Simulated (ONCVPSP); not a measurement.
Pseudopotential generation for W

System: tungsten (W, Z = 74), core [Xe] 4f14, reference valence 5d4 6s2, valence charge 6.
Method: ONCV potential, PBE, scalar-relativistic, made with ONCVPSP 4.0.1.

## The input
```
# ATOM AND REFERENCE CONFIGURATION
# atsym  z   nc   nv     iexc    psfile
  W 74.00   12    2        4      upf
#
#   n    l    f
    1    0    2.00
    2    0    2.00
    2    1    6.00
    3    0    2.00
    3    1    6.00
    3    2   10.00
    4    0    2.00
    4    1    6.00
    4    2   10.00
    4    3   14.00
    5    0    2.00
    5    1    6.00
    5    2    4.00
    6    0    2.00
#
# PSEUDOPOTENTIAL AND OPTIMIZATION
# lmax
    2
#
#   l,   rc,      ep,       ncon, nbas, qcut
    0    2.15    0.00    5    8    2.40
    1    2.20    0.20    4    8    3.20
    2    1.95    0.00    4    8    5.20
#
# LOCAL POTENTIAL
# lloc, lpopt,  rc(5),   dvloc0
    4    4    1.60    6.00
#
# VANDERBILT-KLEINMAN-BYLANDER PROJECTORs
# l, nproj, debl
    0    2    4.00
    1    2    3.80
    2    3    3.90
#
# MODEL CORE CHARGE
# icmod, fcfact, rcfact
    0    0.00    0.00
#
# LOG DERIVATIVE ANALYSIS
# epsh1, epsh2, depsh
   -2.00    5.00    0.02
#
# OUTPUT GRID
# rlmax, drl
    6.00    0.01
#
# TEST CONFIGURATIONS
# ncnf
    4
# nvcnf
#   n    l    f
    2
    5    2    4.00
    6    0    1.00
#
    2
    5    2    4.00
    6    0    0.00
#
    2
    5    2    3.00
    6    0    0.00
#
    3
    5    2    4.00
    6    0    1.00
    6    1    1.00
#
```

Run as:
```bash
oncvpsp.x < W.dat > W.out
```

## Log (extracts)
```
ONCVPSP  (Optimized Norm-Conservinng Vanderbilt PSeudopotential)
scalar-relativistic version 4.0.1

#   n    l    f        energy (Ha)
    1    0    2.00    -2.5540165E+03
    2    0    2.00    -4.4081250E+02
    2    1    6.00    -3.8546869E+02
    3    0    2.00    -1.0152223E+02
    3    1    6.00    -8.5135760E+01
    3    2   10.00    -6.6302367E+01
    4    0    2.00    -2.0944040E+01
    4    1    6.00    -1.5570103E+01
    4    2   10.00    -8.7621447E+00
    4    3   14.00    -1.2203271E+00
    5    0    2.00    -2.9058909E+00
    5    1    6.00    -1.5876493E+00
    5    2    4.00    -1.6464925E-01
    6    0    2.00    -2.0995059E-01

Reference configufation results
  iterations    36
  all-electron total energy (Ha)   -1.61425134D+04

Begin loop to  construct optimized pseudo wave functions
and semi-local pseudopoentials for all angular momenta

   Wellstate for l =  0  n =  8
     eigenvalue =   3.7900
     asymptotic potential =   4.2900
     half-point radius =  3.3804

Calculating optimized projector #   1

 for l=   0

    Fraction of norm inside rc  0.169993
    Optimizing pswf for qcut=   2.40 a_B^-1,  ecut=   2.89 Ha

optimize: ERROR ps0norm > uunorm, code will stop
```

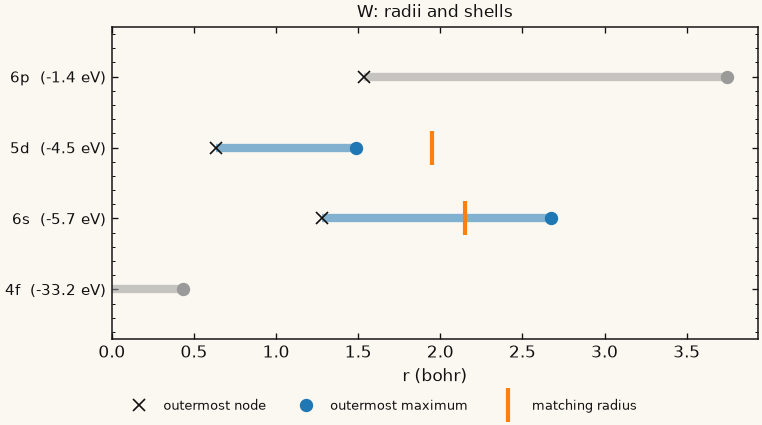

Outer shells of the all-electron reference atom: each bar runs from the outermost node (or the nucleus) to the outermost maximum of u(r); the tick is the radius chosen for the pseudo-wave. Shells without a tick have no pseudo-wave of their own. Levels, nodes and maxima are from ld1.x, scalar-relativistic.

- Radii against the shells: 6s: 2.15 bohr, between node and maximum; 5d: 1.95 bohr, outside the maximum.

## Outcome

```
quantity                      value
 outcome        ended with an error
hardware  1 CPU thread, shared host
```

## What went wrong

The generator stopped with the message “optimize: ERROR ps0norm > uunorm, code will stop”. In words: the continuity conditions at rc already need more norm inside rc than the all-electron wave has, so norm conservation cannot be met. It was at work on the s channel when it stopped.
